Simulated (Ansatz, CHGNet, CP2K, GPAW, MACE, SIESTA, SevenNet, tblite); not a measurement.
## SIESTA runs on liquid Cu at 1420 K (97 atoms)

Wanted: SIESTA inputs and outputs for liquid Cu at 1420 K (97 atoms), checked against a plane-wave reference.

Method: the method is named at each step, in SIESTA 5.4.2.

In doubt: a PseudoDojo file used here is known to give poor structures and forces (steps 2, 3), which bears on pressures, cells, forces and phonons.

### Step 1. The starting structure

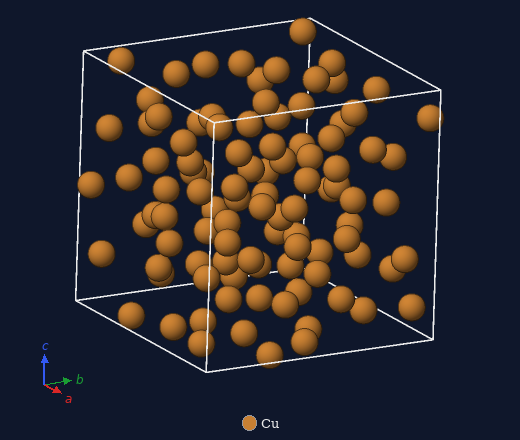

The cell as given, slightly off an axis (copper orange). Some periodic images of atoms are drawn too.

The cell holds 97 atoms: 97 Cu. Cell: a = 10.871 Å, b = 10.871 Å, c = 10.871 Å, α = 90.0°, β = 90.0°, γ = 90.0°. 97 atoms (97 Cu) placed at random at 7.97 g/cm³, melted at 1920 K for 20 ps at fixed volume with the EAM Cu potential (Mishin et al., Phys. Rev. B 63, 224106 (2001)). Snapshot at the end of a hold of 20 ps at 1420 K and fixed volume. The density is a measured one. Then every atom was moved at random, 0.05 Å r.m.s. a Cartesian component.

The yardstick, on the same geometry:

| Item | Value |
| --- | --- |
| method | Kohn-Sham DFT, PBE, PAW, plane waves (Ansatz 0.2.0); cutoff 420 eV, Γ point, fermi-dirac smearing of 0.05 eV; PAW set soft_2 |
| r.m.s. force component | 1.091 eV/Å |
| longest force | 4.877 eV/Å |
| pressure | 3.306 GPa |
| SCF cycles | 12 |
| time | 1.8 min on 4 threads of Arm Neoverse V1, shared host |
| CPU time | 7 min |

### Step 2. PBE, DZP, shift 0.01 Ry, mesh 500 Ry

Method: Kohn-Sham DFT, PBE, PseudoDojo 0.4.1 norm-conserving pseudopotentials (converted to PSML), numerical atomic orbitals (DZP), diagonalisation.

The .psml files are PseudoDojo norm-conserving potentials that we converted to this format, checked against plane waves on the same files for H, C, O, Si, Ge and Ca alone.

input.fdf reads:

```
SystemLabel cell
NumberOfAtoms 97
NumberOfSpecies 1
%block ChemicalSpeciesLabel
  1 29 Cu
%endblock ChemicalSpeciesLabel
LatticeConstant 1.0 Ang
%block LatticeVectors
  10.87110 0.00000 0.00000
  0.00000 10.87110 0.00000
  0.00000 0.00000 10.87110
%endblock LatticeVectors
PAO.BasisSize DZP
PAO.EnergyShift 0.01 Ry
XC.Functional GGA
XC.Authors PBE
MeshCutoff 500 Ry
%block kgrid_Monkhorst_Pack
  1 0 0 0.0
  0 1 0 0.0
  0 0 1 0.0
%endblock kgrid_Monkhorst_Pack
SolutionMethod diagon
OccupationFunction FD
ElectronicTemperature 580 K
SCF.Mixer.Method Pulay
SCF.Mixer.Weight 0.05
SCF.Mixer.History 8
SCF.Mix Hamiltonian
MaxSCFIterations 300
SCF.DM.Tolerance 1e-04
SCF.H.Tolerance 1.0e-3 eV
WriteForces T
Write.HirshfeldPop T
Write.VoronoiPop T
Write.DM F
Write.H F
XML.Write F
AtomicCoordinatesFormat Fractional
%block AtomicCoordinatesAndAtomicSpecies
  0.48977 0.95472 0.19946 1
  0.63278 0.69478 0.19830 1
  0.03166 0.80568 0.41914 1
  0.03437 0.03166 0.46944 1
  0.34930 0.29729 0.57673 1
  0.13437 0.45841 0.49132 1
  0.62363 0.84118 0.82171 1
  0.79658 0.09425 0.04447 1
  0.30271 0.52352 0.96791 1
  0.09512 0.48430 0.11017 1
  0.24997 0.16428 0.76108 1
  0.07539 0.08043 0.70236 1
  0.86139 0.60276 0.81851 1
  0.91139 0.95370 0.11040 1
  0.11128 0.81922 0.20224 1
  0.95764 0.65179 0.59252 1
  0.92890 0.38211 0.20077 1
  0.76558 0.50614 0.52237 1
  0.23873 0.97632 0.38927 1
  0.72202 0.03124 0.83651 1
  0.24209 0.71472 0.89897 1
  0.86664 0.50977 0.01656 1
  0.01055 0.59731 0.28914 1
  0.06066 0.75169 0.80123 1
  0.81868 0.88065 0.51288 1
  0.53781 0.34441 0.42126 1
  0.24444 0.83857 0.57831 1
  0.82794 0.17748 0.44691 1
  0.58714 0.46766 0.11784 1
  0.22720 0.28045 0.93651 1
  0.30181 0.04166 0.57409 1
  0.23089 0.20620 0.38213 1
  0.05626 0.26778 0.28716 1
  0.23968 0.97570 0.82448 1
  0.34576 0.49855 0.44559 1
  0.09612 0.05219 0.20808 1
  0.23846 0.66316 0.12633 1
  0.45399 0.07534 0.85744 1
  0.74284 0.41355 0.77609 1
  0.44630 0.87837 0.47397 1
  0.29699 0.07410 0.01530 1
  0.94398 0.99006 0.87279 1
  0.48352 0.20339 0.66622 1
  0.57384 0.47700 0.89555 1
  0.87632 0.16187 0.23596 1
  0.39220 0.34799 0.80251 1
  0.83049 0.70388 0.39393 1
  0.19823 0.45755 0.27628 1
  0.84713 0.03766 0.67550 1
  0.19377 0.26062 0.13036 1
  0.65401 0.00113 0.63299 1
  0.12950 0.25941 0.56314 1
  0.72037 0.97540 0.20739 1
  0.61590 0.24976 0.83871 1
  0.45815 0.29776 0.00894 1
  0.82722 0.80867 0.73646 1
[... 37 atom lines left out ...]
  0.43249 0.12828 0.44370 1
  0.20454 0.62531 0.68360 1
  0.91275 0.43875 0.42029 1
  0.64874 0.89436 0.03076 1
%endblock AtomicCoordinatesAndAtomicSpecies
```

Launch:

```console
OMP_NUM_THREADS=1 mpirun -np 4 siesta < input.fdf > output.txt
```

The program printed:

```text
Version         : 5.4.2
reinit: System Name:
reinit: System Label: cell
initatom: Reading input for the pseudopotentials and atomic orbitals ----------
Species number:   1 Atomic number:   29 Label: Cu
Ground state valence configuration (from tables):   4s01  4p00  3d10  4f00
---- Processing specs for species: Cu
GGA--PBE XC_GGA_X_PBE--XC_GGA_C_PBE pb
Semicore shell(s) with  8 electrons included in the valence for Cu
Semicore shell(s): 3s 3p
Fallback to non-perturbative polarization scheme for Cu
Please see the manual if this is not desired in principle
Cu pseudopotential only contains V_ls up to l=2 -- lmxkb reset.
Using PAO.SplitTailNorm
%block ChemicalSpeciesLabel
    1   29 Cu                      # Species index, atomic number, species label
%endblock ChemicalSpeciesLabel
%block PAO.Basis                 # Define Basis set
Cu                    5                    # Species label, number of l-shells
 n=3   0   1                         # n, l, Nzeta
   2.152
   1.000
 n=4   0   2                         # n, l, Nzeta
   6.292      4.520
   1.000      1.000
 n=3   1   1                         # n, l, Nzeta
   2.384
   1.000
 n=4   1   1                         # n, l, Nzeta
   6.292
   1.000
 n=3   2   2                         # n, l, Nzeta
   4.057      2.474
   1.000      1.000
%endblock PAO.Basis
coor:   Atomic-coordinates input format  =     Fractional
siesta: System type = bulk
initatomlists: Number of atoms, orbitals, and projectors:     97  1843  1746
siesta: ******************** Simulation parameters ****************************
Total number of electrons:  1843.000000
Total ionic charge:  1843.000000
 Kpoints in:            1 . Kpoints trimmed:            1
siesta: k-grid: Number of k-points = 1
siesta: k-points from Monkhorst-Pack grid
siesta: k-cutoff (effective) =     5.436 Ang
siesta: k-point supercell and displacements
siesta: k-grid:     1     0     0      0.000
siesta: k-grid:     0     1     0      0.000
siesta: k-grid:     0     0     1      0.000
                     ====================================
                        Single-point calculation
                     ====================================
outcell: Unit cell vectors (Ang):
       10.871100    0.000000    0.000000
        0.000000   10.871100    0.000000
        0.000000    0.000000   10.871100
outcell: Cell vector modules (Ang)   :   10.871100   10.871100   10.871100
outcell: Cell angles (23,13,12) (deg):     90.0000     90.0000     90.0000
outcell: Cell volume (Ang**3)        :   1284.7555
Gamma-point calculation with multiply-connected orbital pairs
Folding of H and S implicitly performed
Gamma-point calculation with multiply-connected orbital pairs
Folding of H and S implicitly performed
new_DM -- step:     1
Initializing Density Matrix...
Attempting to read DM from file... Failed...
DM filled with atomic data:
InitMesh: MESH = 150 x 150 x 150 = 3375000
InitMesh: Mesh cutoff (required, used) =   500.000   526.184 Ry
stepf: Fermi-Dirac step function
        iscf     Eharris(eV)        E_KS(eV)     FreeEng(eV)     dDmax    Ef(eV) dHmax(eV)
   scf:    1  -495038.358243  -498648.263402  -498649.458742  4.409807  3.507300 42.889339
   scf:    2  -499330.032239  -499133.535134  -499134.582348  1.026146  2.569593 52.791362
   scf:    3  -499464.909944  -499437.307879  -499438.257045  0.433629  2.048677 33.619793
   scf:    4  -500698.234384  -500253.635304  -500254.204610  1.849364 -0.368684 12.893216
   scf:    5  -500334.938116  -500311.661047  -500312.147191  0.398629 -1.001373  2.952592
   scf:    6  -500314.037791  -500313.128705  -500313.614048  0.050572 -1.075489  1.433725
   scf:    7  -500314.627747  -500314.012300  -500314.507768  0.030005 -1.120467  0.986398
   scf:    8  -500315.207013  -500314.674033  -500315.183975  0.029097 -1.136961  0.622562
   scf:    9  -500315.317704  -500315.058738  -500315.584321  0.028473 -1.175977  0.312140
   scf:   10  -500315.146841  -500315.110009  -500315.641335  0.009246 -1.199072  0.184768
   scf:   11  -500315.181642  -500315.150282  -500315.687162  0.012696 -1.221165  0.137461
   scf:   12  -500315.182487  -500315.167691  -500315.708174  0.009893 -1.240827  0.110312
[...]
scf:   19  -500315.189506  -500315.189200  -500315.734514  0.000219 -1.301490  0.003879
   scf:   20  -500315.189586  -500315.189394  -500315.734541  0.000128 -1.301559  0.002787
   scf:   21  -500315.189748  -500315.189573  -500315.734558  0.000169 -1.301608  0.001620
   scf:   22  -500315.189702  -500315.189638  -500315.734565  0.000062 -1.301683  0.001244
   scf:   23  -500315.189729  -500315.189684  -500315.734568  0.000083 -1.301850  0.000496
SCF Convergence by DM+H criterion
max |DM_out - DM_in|         :     0.0000827103
max |H_out - H_in|      (eV) :     0.0004958540
SCF cycle converged after 23 iterations
Using DM_out to compute the final energy and forces
siesta: E_KS(eV) =          -500315.1897
siesta: E_KS - E_eggbox =   -500315.1897
siesta: Atomic forces (eV/Ang):
     1    1.803025    0.077813    0.722356
     2   -0.903867    1.016294    0.469562
     3    1.103892   -0.869385    0.566525
     4   -0.180200    0.708047    0.157438
     5   -3.033972    2.316996   -2.222012
     6   -0.562242    0.788895    0.101236
     7   -0.004828   -0.353614   -0.235527
     8   -1.480261    2.175471   -2.216536
     9    1.107896   -1.329841   -0.045533
    10   -0.570603    0.091296   -1.081703
    11    1.905513    2.192710   -0.660826
    12   -1.334975   -1.816915   -1.120364
[...]
93    0.535481    1.468744   -0.133232
    94    1.099612    0.272446   -1.201125
    95   -0.376979    0.238041   -0.385316
    96    2.519970   -1.124966   -1.156890
    97   -1.613398   -0.284753   -0.282483
----------------------------------------
   Tot   -0.011129   -0.000149   -0.000101
----------------------------------------
   Max    4.870818
   Res    1.123839    sqrt( Sum f_i^2 / 3N )
----------------------------------------
   Max    4.870818    constrained
Stress tensor Voigt[x,y,z,yz,xz,xy] (kbar):        5.38       26.54        7.57       -1.28       -9.08        9.61
(Free)E + p*V (eV/cell)  -500326.2903
Target enthalpy (eV/cell)  -500315.7346
siesta: Program's energy decomposition (eV):
siesta: Ebs     =    -68151.113683
siesta: Eions   =    614054.964571
siesta: Ena     =     29664.393712
siesta: Ekin    =    229514.316119
siesta: Enl     =    -88068.264247
siesta: DEna    =      3914.459521
siesta: DUscf   =       230.149247
siesta: Ex      =    -58428.926313
siesta: Ec      =     -3086.353153
siesta: Exc     =    -61515.279466
siesta: Eharris =   -500315.189729
siesta: Etot    =   -500315.189684
siesta: FreeEng =   -500315.734568
siesta: Final energy (eV):
siesta:  Band Struct. =  -68151.113683
siesta:       Kinetic =  229514.316119
siesta:       Hartree =  165857.362141
siesta:         Exch. =  -58428.926313
siesta:         Corr. =   -3086.353153
siesta:   Exch.-corr. =  -61515.279466
siesta:  Ion-electron = -565776.248912
siesta:       Ion-ion = -268395.339566
siesta:         Total = -500315.189684
siesta:         Fermi =      -1.301850
siesta: Stress tensor (static) (eV/Ang**3):
siesta:     0.003361    0.005999   -0.005667
siesta:     0.005999    0.016564   -0.000802
siesta:    -0.005667   -0.000801    0.004724
siesta: Cell volume =       1284.755460 Ang**3
siesta: Pressure (static):
siesta:                Solid            Molecule  Units
siesta:          -0.00008948          0.00009617  Ry/Bohr**3
siesta:          -0.00821611          0.00882949  eV/Ang**3
siesta:         -13.16366362         14.14639760  kBar
    Orbital volume contribution        =          52.304591 eV
    (Free)E + p_basis*V_orbitals       =     -500263.429977 eV
    (Free)Eharris+ p_basis*V_orbitals  =     -500263.430022 eV
Hirshfeld Atomic Populations:
Atom #   charge [q] valence [e]  Species
     1    -0.003969   19.003969  Cu
     2    -0.005850   19.005850  Cu
     3    -0.011777   19.011777  Cu
     4     0.022511   18.977489  Cu
     5    -0.012813   19.012813  Cu
     6    -0.002331   19.002331  Cu
     7    -0.005586   19.005586  Cu
     8     0.002562   18.997438  Cu
     9     0.016170   18.983830  Cu
    10    -0.010798   19.010798  Cu
    11     0.000963   18.999037  Cu
    12    -0.000423   19.000423  Cu
[...]
--------------------
 Total    -0.000211
Voronoi Atomic Populations:
Atom #   charge [q] valence [e]  Species
[...]
93    -0.010939   19.010939  Cu
    94     0.001599   18.998401  Cu
    95     0.000999   18.999001  Cu
    96    -0.006507   19.006507  Cu
    97     0.006620   18.993380  Cu
--------------------
 Total    -0.000211
```

The job ended after 3 min (4 MPI ranks of Arm Neoverse V1, shared host; peak memory 2.6 GiB; 12 min of CPU time).

Banners, paths, timers and routine set-up lines are dropped from the logs unmarked, and long logs keep their key lines alone; longer cuts are marked.

Compared with the plane-wave run:

```
r.m.s. force component                  : 1.124 eV/Å
r.m.s. difference of force components   : 98.82 meV/Å
longest difference of force vectors     : 416.7 meV/Å
force difference over r.m.s. force      : 9.056 %
slope of forces against the reference's : 1.026
correlation of force components         : 0.9964
pressure                                : -1.316 GPa
pressure difference                     : -4.622 GPa
```

This run lies far from the reference in forces at the same functional.

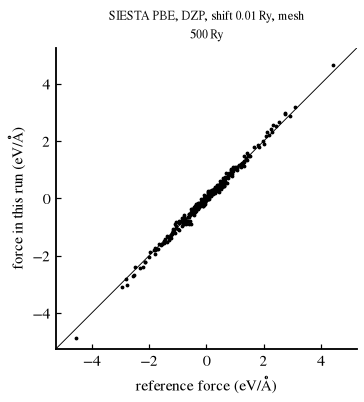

Force components against those of the reference; the line marks equality.

A closer look about Cu48, picked at random: 12 atoms, nearest first, numbered in the order of the input, with positions taken from that point.

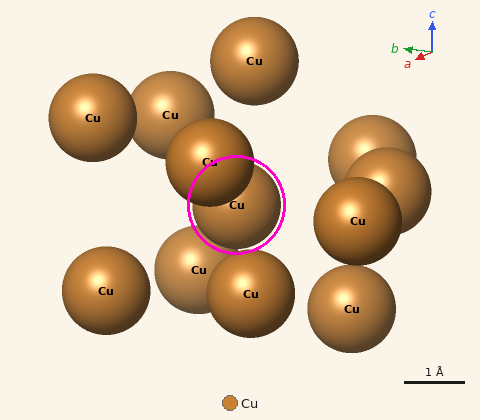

The atoms of the table, within 3.1 Å (arrows a, b, c point along x, y, z); some may hide others; the central atom is ringed.

```tsv
atom	x	y	z	distance (Å)	bonds	Hirshfeld charge (e)	Fx	Fy	Fz (eV/Å)
Cu48	0.00	0.00	0.00	0.00	11	-0.01	1.20	-0.36	1.51
Cu10	-1.12	0.29	-1.81	2.15	12	-0.01	-0.57	0.09	-1.08
Cu6	-0.69	0.01	2.34	2.44	13	0.00	-0.56	0.79	0.10
Cu35	1.60	0.45	1.84	2.48	11	-0.01	-0.19	-0.45	0.26
Cu23	-2.04	1.52	0.14	2.55	13	0.00	0.45	0.28	0.31
Cu33	-1.54	-2.06	0.12	2.58	13	-0.01	0.84	-0.89	2.57
Cu59	2.47	-0.52	-0.55	2.58	9	0.03	-1.75	-0.30	0.82
Cu50	-0.05	-2.14	-1.59	2.66	13	-0.01	0.07	0.17	1.24
Cu37	0.44	2.24	-1.63	2.80	11	0.00	-0.56	-0.48	0.86
Cu86	0.26	2.58	1.29	2.89	13	0.01	0.08	-0.33	-0.02
Cu32	0.36	-2.73	1.15	2.99	12	-0.01	0.72	0.12	-0.07
Cu17	-2.93	-0.82	-0.82	3.15	12	0.00	-2.81	2.41	0.37
```

Forces lie 9.1 % from the reference's, at 1.7 times its CPU time.

### Step 3. PBE, SZP, shift 0.01 Ry, mesh 500 Ry

Method: Kohn-Sham DFT, PBE, PseudoDojo 0.4.1 norm-conserving pseudopotentials (converted to PSML), numerical atomic orbitals (SZP), diagonalisation.

input.fdf, as its differences from that of step 2:

```diff
@@ -12,3 +12,3 @@
 %endblock LatticeVectors
-PAO.BasisSize DZP
+PAO.BasisSize SZP
 PAO.EnergyShift 0.01 Ry
```

The program printed:

```text
Version         : 5.4.2
reinit: System Name:
reinit: System Label: cell
initatom: Reading input for the pseudopotentials and atomic orbitals ----------
Species number:   1 Atomic number:   29 Label: Cu
Ground state valence configuration (from tables):   4s01  4p00  3d10  4f00
---- Processing specs for species: Cu
GGA--PBE XC_GGA_X_PBE--XC_GGA_C_PBE pb
[... lines left out ...]
        iscf     Eharris(eV)        E_KS(eV)     FreeEng(eV)     dDmax    Ef(eV) dHmax(eV)
[... lines left out ...]
SCF Convergence by DM+H criterion
[... lines left out ...]
SCF cycle converged after 24 iterations
[... lines left out ...]
   Max    4.804028
[... lines left out ...]
   Max    4.804028    constrained
Stress tensor Voigt[x,y,z,yz,xz,xy] (kbar):       53.01       74.24       56.19       -0.00       -9.34        8.90
[... lines left out ...]
siesta: FreeEng =   -500278.967048
[... lines left out ...]
siesta:         Fermi =      -1.364607
[... lines left out ...]
siesta:     0.005553    0.046339   -0.000003
siesta:    -0.005832   -0.000003    0.035074
siesta: Cell volume =       1284.755460 Ang**3
siesta: Pressure (static):
siesta:                Solid            Molecule  Units
siesta:          -0.00041568         -0.00025454  Ry/Bohr**3
siesta:          -0.03816573         -0.02337048  eV/Ang**3
siesta:         -61.14823802        -37.44364447  kBar
    Orbital volume contribution        =          44.223746 eV
    (Free)E + p_basis*V_orbitals       =     -500234.743302 eV
    (Free)Eharris+ p_basis*V_orbitals  =     -500234.743342 eV
Hirshfeld Atomic Populations:
Atom #   charge [q] valence [e]  Species
     1    -0.007084   19.007084  Cu
     2    -0.003857   19.003857  Cu
     3    -0.009448   19.009448  Cu
[...]
--------------------
 Total    -0.000135
Voronoi Atomic Populations:
Atom #   charge [q] valence [e]  Species
[...]
96    -0.006860   19.006860  Cu
    97     0.007632   18.992368  Cu
--------------------
 Total    -0.000135
```

The job ended after 2.2 min (4 MPI ranks; peak memory 2.3 GiB).

Numbers from this run, and their distance from the reference:

| Item | Value |
| --- | --- |
| r.m.s. force component | 1.149 eV/Å |
| r.m.s. difference of force components | 86.47 meV/Å |
| longest difference of force vectors | 382 meV/Å |
| force difference over r.m.s. force | 7.925 % |
| slope of forces against the reference's | 1.051 |
| correlation of force components | 0.9983 |
| pressure | -6.115 GPa |
| pressure difference | -9.421 GPa |

This is a coarse setting, run to see what it loses.

Against the first run (9.1 %), the force difference from the reference is 7.9 %, at 0.75 times the CPU time, with 1261 basis functions against 1843: size alone doesn't set the difference here.

(Part 1 of 2 ends here.)

[Also dropped from logs without a mark: logging warnings of Python, and SIESTA's first energy breakdown and zero terms.]

[Logs are printed without paths, hosts, clocks, repeated set-up lines and the standing remarks that a program may print on its own settings, such as how far it seeks lower states.]

[Hosts, paths, dates, database ids (printed as entryN), source tags and the programs' standing remarks are cut or masked in the printed files.]
